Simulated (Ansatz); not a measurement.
# C2H3Si with multiplicity 2: molecular dynamics

Purpose: to follow the molecule's vibrations and see whether its bonds hold. The start is relaxed first. Runs: 300 steps of 1 fs at constant energy, with velocities drawn for 200 K. SMILES of the start: [CH]=C=[SiH2].

Method: UKS PBE-D4/def2-SVP, in Ansatz 0.2.0.

**1. The system as given**

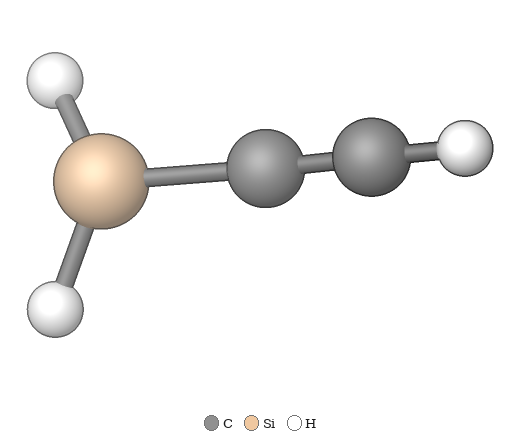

The starting structure, seen from a chosen angle (carbon grey, silicon light orange, hydrogen white).

Coordinates:

```xyz
6

C    -0.6695   -1.6096   -0.2214
C    -0.2280   -0.4929   -0.0742
Si    0.2764    1.2395    0.1127
H    -1.0189   -2.5939   -0.3430
H     1.1167    1.7698   -0.9446
H     0.5233    1.6870    1.4705
```

**2. Relaxing the start**

Contents of input.yaml:

```yaml
crystal:
  periodic: [false, false, false]
  atoms:
    - { symbol: C, position_ang: [-0.66954, -1.60964, -0.22139] }
    - { symbol: C, position_ang: [-0.22799, -0.49291, -0.0742] }
    - { symbol: Si, position_ang: [0.27641, 1.23951, 0.11266] }
    - { symbol: H, position_ang: [-1.01889, -2.59386, -0.34297] }
    - { symbol: H, position_ang: [1.11667, 1.76985, -0.94456] }
    - { symbol: H, position_ang: [0.52333, 1.68704, 1.47045] }
magnetization:
  spin_polarized: true
  initial_magnetization: 1
basis:
  gaussian: { orbitals: def2-SVP }
hamiltonian:
  xc: pbe
  dispersion: d4
relax:
  f_tol: 0.02
  max_steps: 40
output:
  orbitals: {}
```

Started as:

```sh
> ansatz run input.yaml --threads 1 --pin off --max-ram 2048MiB --backend cpu --events-out ev --progress --plain --runs-dir out
```

Standard output (excerpt; [...] marks lines left out):

```text
Warning: RAYON_NUM_THREADS=1 ignored (pool sized by the plan → 1); use --threads N
[...]
Functional definition: PBE
[...]
686 factors; their error is unknown
[...]
mean field -9985.96616434 eV, -366.9774878085 hartree, gradient 2.4e-5 eV, S^2 0.755169; 0 other end points of the search recorded, 0 dependent functions left out
[...]
reference -9985.96619390 eV, -366.9774888949 hartree; 15, 14 occupied and 46, 47 virtual orbitals, 686 factors
relax step   1: F+E_penalty+E_count = -9986.06774800 eV  Δ(F+E_penalty+E_count) = +0.000e0 eV  max|allowed force component| = 2.420e0 eV/Å  Δτ_max = 0.0000 Å  (29 SCF iters, accepted)
[...]
relax step   6: F+E_penalty+E_count = -9986.20338691 eV  Δ(F+E_penalty+E_count) = -4.784e-5 eV  max|allowed force component| = 2.333e-2 eV/Å  Δτ_max = 0.0067 Å  (31 SCF iters, accepted)
[...]
relax step   7: F+E_penalty+E_count = -9986.20342246 eV  Δ(F+E_penalty+E_count) = -3.555e-5 eV  max|allowed force component| = 7.323e-3 eV/Å  Δτ_max = 0.0017 Å  (22 SCF iters, accepted)
686 factors; their error is unknown
[...]
mean field -9986.10201506 eV, -366.9824802305 hartree, gradient 7.6e-5 eV, S^2 0.754656; 1 other end points of the search recorded, 0 dependent functions left out
[...]
reference -9986.10204577 eV, -366.9824813589 hartree; 15, 14 occupied and 46, 47 virtual orbitals, 686 factors
Total energy: -9986.20345316 eV, -366.9862080119 hartree
Atom 0 at    -0.661469    -1.609463    -0.219502 Å, force     0.007323    -0.002523     0.000971 eV/Å
Atom 1 at    -0.265839    -0.448824    -0.081191 Å, force    -0.003432    -0.006733    -0.000699 eV/Å
Atom 2 at     0.161499     1.306622     0.085922 Å, force    -0.000862     0.004541    -0.000149 eV/Å
Atom 3 at    -0.989830    -2.634287    -0.336784 Å, force    -0.004934     0.001892    -0.000716 eV/Å
Atom 4 at     1.176008     1.735687    -0.936260 Å, force     0.001278     0.001533    -0.000966 eV/Å
Atom 5 at     0.579620     1.650254     1.487805 Å, force     0.000628     0.001290     0.001559 eV/Å
Dipole moment:    -0.039056    -0.089161    -0.012803 e Å
```

Wall time 9.5 s (1 thread of Intel Xeon Platinum 8488C (Sapphire Rapids), shared host); peak memory 0.17 GiB.

Step by step:

```tsv
step	energy from step 1 (eV)	largest force component (eV/Å)
1	0.0000	2.4204
2	-0.1260	0.3412
3	-0.1304	0.2628
4	-0.1353	0.0486
5	-0.1356	0.0276
6	-0.1356	0.0233
7	-0.1357	0.0073
```

Step 1 is the start.

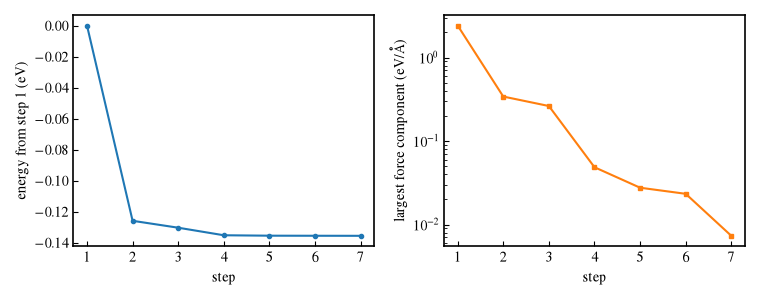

Energy and largest force along the relaxation.

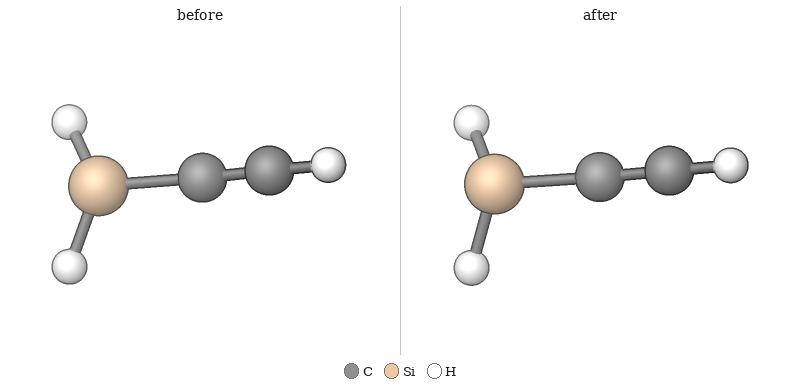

The structure before (left) and after (right), drawn at the same scale.

After: Bond lengths: C1–C2 1.234 Å, C2–Si3 1.814 Å, C1–H4 1.083 Å, Si3–H5 1.503 Å, Si3–H6 1.503 Å. Angles: C1–C2–Si3 174.8°, C2–C1–H4 178.9°, C2–Si3–H5 111.9°, C2–Si3–H6 111.9°, H5–Si3–H6 112.4°.

**3. Dynamics**

300 steps of 1 fs at constant energy, with velocities drawn for 200 K, from the relaxed start.

Contents of input.yaml:

```yaml
crystal:
  periodic: [false, false, false]
  atoms:
    - { symbol: C, position_ang: [-0.661469, -1.609463, -0.219502] }
    - { symbol: C, position_ang: [-0.265839, -0.448824, -0.081191] }
    - { symbol: Si, position_ang: [0.161499, 1.306622, 0.085922] }
    - { symbol: H, position_ang: [-0.98983, -2.634287, -0.336784] }
    - { symbol: H, position_ang: [1.176008, 1.735687, -0.93626] }
    - { symbol: H, position_ang: [0.57962, 1.650254, 1.487805] }
magnetization:
  spin_polarized: true
  initial_magnetization: 1
basis:
  gaussian: { orbitals: def2-SVP }
hamiltonian:
  xc: pbe
  dispersion: d4
md:
  timestep: 1.0
  n_steps: 300
  ensemble: nve
  temperature: 200.0
  initial_velocities: maxwell_boltzmann
  seed: 341514
```

Started as:

```sh
> ansatz run input.yaml --threads 1 --pin off --max-ram 2048MiB --backend cpu --events-out ev --progress --plain --runs-dir out
```

Standard output (excerpt; [...] marks lines left out):

```text
Warning: RAYON_NUM_THREADS=1 ignored (pool sized by the plan → 1); use --threads N
[...]
[... 1 set-up line as earlier in the session ...]
[...]
686 factors; their error is unknown
[...]
mean field -9986.10201487 eV, -366.9824802233 hartree, gradient 3.1e-5 eV, S^2 0.754656; 0 other end points of the search recorded, 0 dependent functions left out
[...]
reference -9986.10204558 eV, -366.9824813518 hartree; 15, 14 occupied and 46, 47 virtual orbitals, 686 factors
md step     0: t =     0.00 fs  T =   200.0 K  F+E_penalty+E_count = -9986.20342225 eV  E_kin = 0.103408 eV  conserved = -9986.10001425 eV  (30 SCF iters)
[...]
md step    18: t =    18.00 fs  T =    89.6 K  F+E_penalty+E_count = -9986.14545300 eV  E_kin = 0.046337 eV  conserved = -9986.09911593 eV  (32 SCF iters, 3 dispersion substeps)
[...]
md step    36: t =    36.00 fs  T =    39.5 K  F+E_penalty+E_count = -9986.11868149 eV  E_kin = 0.020407 eV  conserved = -9986.09827434 eV  (35 SCF iters, 3 dispersion substeps)
[...]
md step    54: t =    54.00 fs  T =   106.6 K  F+E_penalty+E_count = -9986.15365973 eV  E_kin = 0.055112 eV  conserved = -9986.09854759 eV  (31 SCF iters, 3 dispersion substeps)
[...]
md step    71: t =    71.00 fs  T =    72.5 K  F+E_penalty+E_count = -9986.13598766 eV  E_kin = 0.037507 eV  conserved = -9986.09848043 eV  (31 SCF iters, 3 dispersion substeps)
md step    72: t =    72.00 fs  T =   101.0 K  F+E_penalty+E_count = -9986.15108757 eV  E_kin = 0.052228 eV  conserved = -9986.09885931 eV  (32 SCF iters, 3 dispersion substeps)
```

**4. The output, continued: dynamics from the start**

The log, continued (excerpt; [...] marks lines left out):

```text
md step    73: t =    73.00 fs  T =   131.4 K  F+E_penalty+E_count = -9986.16723727 eV  E_kin = 0.067917 eV  conserved = -9986.09932021 eV  (32 SCF iters, 3 dispersion substeps)
[...]
md step    95: t =    95.00 fs  T =    55.1 K  F+E_penalty+E_count = -9986.12662136 eV  E_kin = 0.028508 eV  conserved = -9986.09811385 eV  (31 SCF iters, 3 dispersion substeps)
[...]
md step   117: t =   117.00 fs  T =    84.1 K  F+E_penalty+E_count = -9986.14239631 eV  E_kin = 0.043472 eV  conserved = -9986.09892464 eV  (32 SCF iters, 3 dispersion substeps)
[...]
md step   139: t =   139.00 fs  T =   114.9 K  F+E_penalty+E_count = -9986.15898943 eV  E_kin = 0.059384 eV  conserved = -9986.09960523 eV  (32 SCF iters, 3 dispersion substeps)
[...]
md step   161: t =   161.00 fs  T =    69.6 K  F+E_penalty+E_count = -9986.13454781 eV  E_kin = 0.035983 eV  conserved = -9986.09856521 eV  (31 SCF iters, 3 dispersion substeps)
md step   162: t =   162.00 fs  T =    91.4 K  F+E_penalty+E_count = -9986.14640605 eV  E_kin = 0.047274 eV  conserved = -9986.09913170 eV  (32 SCF iters, 3 dispersion substeps)
md step   163: t =   163.00 fs  T =   109.1 K  F+E_penalty+E_count = -9986.15597543 eV  E_kin = 0.056386 eV  conserved = -9986.09958935 eV  (32 SCF iters, 3 dispersion substeps)
```

**5. The output, continued: dynamics from the start**

Output, continued (excerpt; [...] marks lines left out):

```text
md step   164: t =   164.00 fs  T =   109.2 K  F+E_penalty+E_count = -9986.15610599 eV  E_kin = 0.056467 eV  conserved = -9986.09963856 eV  (32 SCF iters, 3 dispersion substeps)
[...]
md step   183: t =   183.00 fs  T =   104.3 K  F+E_penalty+E_count = -9986.15257039 eV  E_kin = 0.053912 eV  conserved = -9986.09865839 eV  (32 SCF iters, 3 dispersion substeps)
[...]
md step   202: t =   202.00 fs  T =    89.8 K  F+E_penalty+E_count = -9986.14489484 eV  E_kin = 0.046408 eV  conserved = -9986.09848686 eV  (33 SCF iters, 3 dispersion substeps)
[...]
md step   221: t =   221.00 fs  T =    98.0 K  F+E_penalty+E_count = -9986.15011081 eV  E_kin = 0.050661 eV  conserved = -9986.09945015 eV  (32 SCF iters, 3 dispersion substeps)
[...]
md step   299: t =   299.00 fs  T =    48.1 K  F+E_penalty+E_count = -9986.12306221 eV  E_kin = 0.024858 eV  conserved = -9986.09820433 eV  (33 SCF iters, 3 dispersion substeps)
[...]
md step   300: t =   300.00 fs  T =    62.1 K  F+E_penalty+E_count = -9986.13059867 eV  E_kin = 0.032101 eV  conserved = -9986.09849735 eV  (31 SCF iters, 3 dispersion substeps)
Total energy: -9986.13062926 eV, -366.9835317829 hartree
Atom 0 at    -0.668271    -1.607595    -0.211309 Å, force     0.789144     1.465356     0.038261 eV/Å
Atom 1 at    -0.280114    -0.417134    -0.079160 Å, force    -0.746672    -2.705619    -0.388373 eV/Å
Atom 2 at     0.167256     1.292570     0.079213 Å, force     0.146276     0.919731     0.185487 eV/Å
Atom 3 at    -0.838686    -2.678675    -0.360959 Å, force    -0.112664     0.425804     0.124212 eV/Å
Atom 4 at     1.228150     1.796112    -0.872698 Å, force    -0.105697    -0.176289     0.069275 eV/Å
Atom 5 at     0.467079     1.625885     1.513497 Å, force     0.029613     0.071018    -0.028863 eV/Å
Dipole moment:     0.001684    -0.118644    -0.033476 e Å
```

Run time: 5.8 min. Hardware: 1 thread of Intel Xeon Platinum 8488C (Sapphire Rapids), shared host; peak memory 0.16 GiB.

**6. Frames and traces**

The trajectory, every 12 steps (energies from step 0):

```tsv
time (fs)	T (K)	potential energy change (meV/atom)	total energy change (meV/atom)
0.0	200	0.0	0.00
12.0	11	16.7	0.35
24.0	169	2.8	0.06
36.0	39	14.1	0.29
48.0	146	4.7	0.06
60.0	80	10.5	0.22
72.0	101	8.7	0.19
84.0	105	8.4	0.16
96.0	82	10.4	0.22
108.0	130	6.1	0.07
120.0	62	12.2	0.29
132.0	146	4.7	0.05
144.0	47	13.5	0.32
156.0	158	3.6	0.04
168.0	36	14.5	0.29
180.0	166	3.0	0.05
192.0	43	13.8	0.29
204.0	147	4.6	0.10
216.0	60	12.4	0.25
228.0	122	6.8	0.12
240.0	102	8.6	0.17
252.0	86	10.0	0.19
264.0	118	7.2	0.18
276.0	70	11.4	0.22
288.0	140	5.3	0.08
300.0	62	12.1	0.25
```

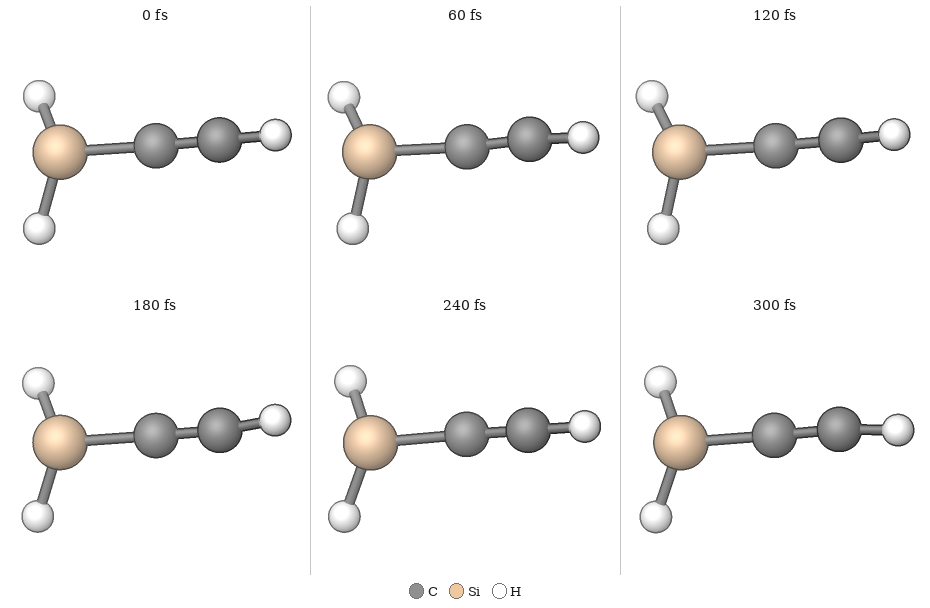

Six frames of the run, seen from a chosen angle. Sticks join atoms within a bonding distance in each frame.

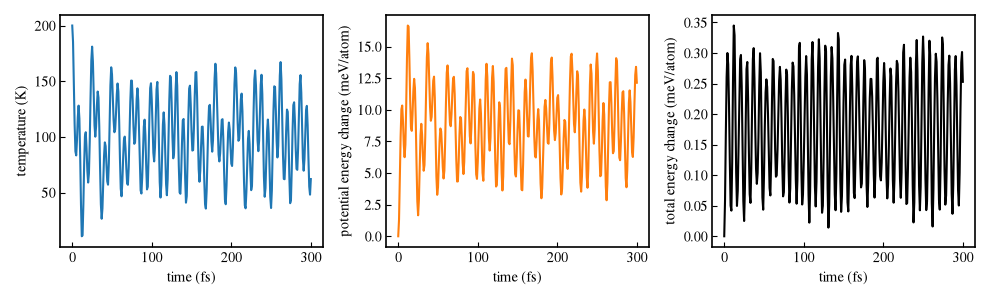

Time series of the run, each on its own scale.

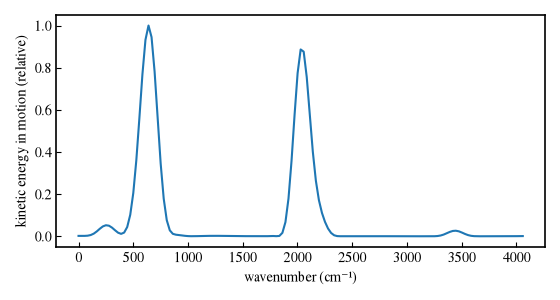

Power spectrum of the mass-weighted velocities; a run of 300 fs resolves no finer than about 220 cm⁻¹.

Maxima of the velocity power spectrum (cm⁻¹, relative height; resolution about 220 cm⁻¹): 640 (100), 2030 (89).

**7. Positions and forces**

Positions (Å) and forces (eV/Å):

```xyz
6
time_fs=38.0 T=36 dE=0.0864
C    -0.666   -1.612   -0.229    0.705    1.462    0.536
C    -0.273   -0.425   -0.073   -0.835   -2.538   -0.691
Si    0.160    1.304    0.079    0.305    0.447    0.441
H    -0.883   -2.686   -0.214   -0.022    0.472   -0.150
H     1.236    1.763   -0.875   -0.102   -0.075   -0.025
H     0.594    1.476    1.517   -0.052    0.232   -0.110
6
time_fs=75.0 T=150 dE=0.0260
C    -0.657   -1.607   -0.223   -0.499   -0.959   -0.076
C    -0.264   -0.456   -0.080    0.449    0.975    0.175
Si    0.167    1.302    0.087   -0.389   -0.126   -0.282
H    -1.069   -2.607   -0.332    0.157    0.142   -0.009
H     1.129    1.788   -0.939    0.173   -0.003   -0.118
H     0.488    1.759    1.461    0.109   -0.030    0.310
6
time_fs=112.0 T=57 dE=0.0758
C    -0.661   -1.610   -0.214   -0.793   -1.856   -0.493
C    -0.251   -0.478   -0.081    0.778    2.676    0.640
Si    0.156    1.318    0.087    0.331   -0.457   -0.110
H    -1.069   -2.582   -0.442    0.025   -0.215    0.112
H     1.241    1.615   -0.933   -0.184    0.105    0.178
H     0.573    1.774    1.487   -0.158   -0.253   -0.326
6
time_fs=150.0 T=105 dE=0.0504
C    -0.667   -1.613   -0.212    0.755    1.535    0.091
C    -0.277   -0.426   -0.079   -0.737   -2.255   -0.317
Si    0.164    1.303    0.080   -0.092    0.280   -0.060
H    -0.861   -2.676   -0.350   -0.115    0.220    0.072
H     1.252    1.710   -0.856    0.119    0.038   -0.177
H     0.514    1.597    1.488    0.070    0.182    0.391
6
time_fs=188.0 T=115 dE=0.0444
C    -0.663   -1.604   -0.221    0.302    0.724    0.242
C    -0.276   -0.433   -0.073   -0.140   -1.056   -0.392
Si    0.169    1.294    0.076    0.012    0.730    0.527
H    -0.944   -2.645   -0.271   -0.099   -0.119   -0.086
H     1.212    1.864   -0.860   -0.085   -0.273    0.084
H     0.421    1.635    1.540    0.011   -0.005   -0.376
6
time_fs=225.0 T=52 dE=0.0783
C    -0.659   -1.612   -0.229   -0.814   -1.550   -0.125
C    -0.243   -0.486   -0.073    0.886    2.896    0.408
Si    0.154    1.322    0.083    0.049   -0.854   -0.366
H    -1.141   -2.560   -0.320   -0.066   -0.608   -0.121
H     1.278    1.644   -0.860   -0.022    0.110   -0.070
H     0.524    1.720    1.471   -0.033    0.007    0.274
6
time_fs=262.0 T=167 dE=0.0171
C    -0.658   -1.613   -0.221    0.036    0.031   -0.053
C    -0.277   -0.447   -0.084    0.022    0.075    0.270
Si    0.165    1.306    0.088   -0.041    0.049   -0.171
H    -0.960   -2.641   -0.360   -0.045   -0.054    0.007
H     1.229    1.643   -0.911    0.064    0.098   -0.010
H     0.500    1.796    1.474   -0.036   -0.200   -0.044
6
time_fs=300.0 T=62 dE=0.0728
C    -0.668   -1.608   -0.211    0.789    1.465    0.038
C    -0.280   -0.417   -0.079   -0.747   -2.706   -0.388
Si    0.167    1.293    0.079    0.146    0.920    0.185
H    -0.839   -2.679   -0.361   -0.113    0.426    0.124
H     1.228    1.796   -0.873   -0.106   -0.176    0.069
H     0.467    1.626    1.514    0.030    0.071   -0.029
```

**8. Results**

| quantity | value |
| --- | --- |
| relaxation of the start | 6 moves, 0.136 eV lower |
| length | 300 steps of 1 fs |
| temperature, first and last step | 200 and 62 K |
| temperature, second half | mean 99 K, from 36 to 167 K |
| potential energy, second half | +9 meV/atom from the start |
| largest change of the total energy | 0.35 meV/atom |
| bonds formed or broken | 0 |

In words: The temperature starts at 200 K and averages 99 K in the second half, where it ranges from 36 to 167 K; a mean near half the start is what vibrations about a minimum give, since they share energy equally between motion and strain. The total energy strays from its start by at most 0.35 meV/atom, 4.0 % of the mean kinetic energy, fair for a step of 1 fs. The bonds all hold. A run of 300 fs with 6 atoms shows the motion but fixes no equilibrium value. The nuclei move classically, without zero-point motion, which matters most for hydrogen.
